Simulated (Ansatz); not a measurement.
# FeBrCl: one geometry, two states

Aim: solve FeBrCl (a structure type of another compound, with these elements put in) from each of its saved states, at one geometry and mesh, and see which is lowest and how they differ.

All numbers below are computed with Ansatz 0.2.0 (DFT, PBE, with on-site exact exchange 0.1 on Fe d, plane waves, PAW).

### 1 The system as given

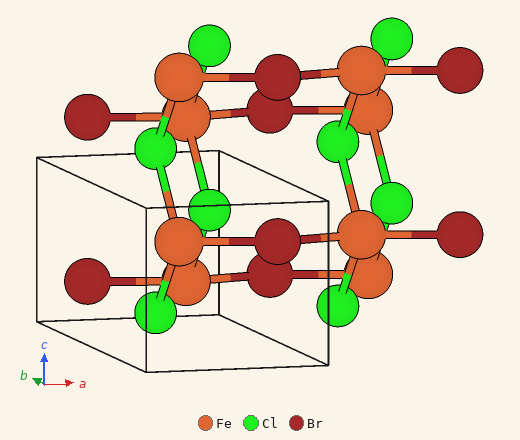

Viewed slightly off an axis; iron orange, chlorine green, bromine red. 2×1×2 cells are drawn.

Symmetry: Pmmn, No. 59, orthorhombic system. The conventional cell has a = 3.767 Å, b = 4.313 Å, c = 9.032 Å, α = 90.00°, β = 90.00°, γ = 90.00°. Fe (site symmetry mm2) has 4 Br at 2.24 to 2.40 Å and 2 Cl at 2.70 Å as nearest neighbours. Cl (site symmetry mm2) has 2 Fe at 2.70 Å as nearest neighbours. Br (site symmetry mm2) has 4 Fe at 2.24 to 2.40 Å as nearest neighbours.

Its coordinates follow in the input file.

The states: A, Fe1 down, Fe2 up (collinear spin); B, Fe1 up, Fe2 up (collinear spin). Each run reads its own saved solution as saved_state.

### 2 State A: the run

input.yaml reads:

```yaml
crystal:
  lattice:
    - [4.31259312, 0.0, 0.0]
    - [0.0, 9.03248644, 0.0]
    - [0.0, 0.0, 3.76724432]
  symmetry: { detect: false, time_reversal: true }
  atoms:
    - { symbol: Fe, position: [0.25, 0.11568, 0.75], spin: 4.0 }
    - { symbol: Fe, position: [0.75, 0.88432, 0.25], spin: 4.0 }
    - { symbol: Cl, position: [0.25, 0.33003, 0.25] }
    - { symbol: Cl, position: [0.75, 0.66997, 0.75] }
    - { symbol: Br, position: [0.25, 0.95168, 0.25] }
    - { symbol: Br, position: [0.75, 0.04832, 0.75] }
kpoints:
  mp_grid: { grid: [6, 3, 6], shift: [0, 0, 0] }
  band_path:
    path:
      - [0.0, 0.0, 0.0]
      - [0.0, 0.0, 0.5]
      - [0.5, 0.0, 0.5]
      - [0.5, 0.0, 0.0]
      - [0.0, 0.0, 0.0]
      - [0.0, 0.5, 0.0]
      - [0.0, 0.5, 0.5]
      - [0.5, 0.5, 0.5]
      - [0.5, 0.5, 0.0]
      - [0.0, 0.5, 0.0]
      - [0.0, 0.0, 0.5]
    npoints: 6
magnetization:
  spin_polarized: true
scf:
  occupations: { method: gaussian, width: 0.0475 }
  lower_state_search: "off"
  max_iter: 200
hamiltonian:
  pseudopotentials: { kind: paw }
  xc: pbe
  hubbard:
    projectors: all-electron-ortho-atomic
    sites: [{ species: Fe, l: d, exx: { coeff: 0.1 } }]
basis:
  ecutwfc: 420
  fft_grid_basis: typed
output:
  forces: true
  stress: true
  eigenvalues: true
  bader: true
  populations: true
  elf: true
  write_potential: true
  volumetric_format: npy
  dos:
    e_range: [-12, 8]
    de: 0.05
    projected: { site_lists: { Br: [Br], Cl: [Cl], Fe: [Fe] } }
checkpoint:
  read: saved_state
```

### 4 State B: the run

Changes to input.yaml since step 2:

```diff
@@ -5,6 +5,5 @@
     - [0.0, 0.0, 3.76724432]
-  symmetry: { detect: false, time_reversal: true }
   atoms:
-    - { symbol: Fe, position: [0.25, 0.11568, 0.75], spin: 4.0 }
-    - { symbol: Fe, position: [0.75, 0.88432, 0.25], spin: 4.0 }
+    - { symbol: Fe, position: [0.25, 0.11568, 0.75] }
+    - { symbol: Fe, position: [0.75, 0.88432, 0.25] }
     - { symbol: Cl, position: [0.25, 0.33003, 0.25] }
@@ -13,18 +12,5 @@
     - { symbol: Br, position: [0.75, 0.04832, 0.75] }
+  symmetry: { detect: false, time_reversal: true }
 kpoints:
   mp_grid: { grid: [6, 3, 6], shift: [0, 0, 0] }
-  band_path:
-    path:
-      - [0.0, 0.0, 0.0]
-      - [0.0, 0.0, 0.5]
-      - [0.5, 0.0, 0.5]
-      - [0.5, 0.0, 0.0]
-      - [0.0, 0.0, 0.0]
-      - [0.0, 0.5, 0.0]
-      - [0.0, 0.5, 0.5]
-      - [0.5, 0.5, 0.5]
-      - [0.5, 0.5, 0.0]
-      - [0.0, 0.5, 0.0]
-      - [0.0, 0.0, 0.5]
-    npoints: 6
 magnetization:
```

(Steps that only read results are left out.)

What does the calculation give? Wanted: for each run, free energy; largest site moment; size of the net moment; gap; pressure; largest force.

As calculated:

```tsv
state	free energy (meV/atom)	largest site moment (μB)	size of the net moment (μB/cell)	gap (eV)	pressure (GPa)	largest force (eV/Å)	SCF cycles
A	0.0	3.21	0.00	0.24	16.0	5.39	17
B	15.3	3.27	8.00	0.15	17.0	5.33	15
```

**Reading.** State A lies lowest, 15.3 meV per atom under state B. The atoms are far from rest (forces to 5.4 eV/Å), so order and character hold for this geometry alone. Gaps that take in a band path and gaps read on the mesh alone aren't sampled alike. At the same volume their pressures differ by 1.0 GPa. Every run converged, so convergence alone does not show that a state is the lowest.

Keep in mind: a band edge lies within two smearing widths of the Fermi level; gaps of Fe, Co and Ni magnets can come out low on these datasets.
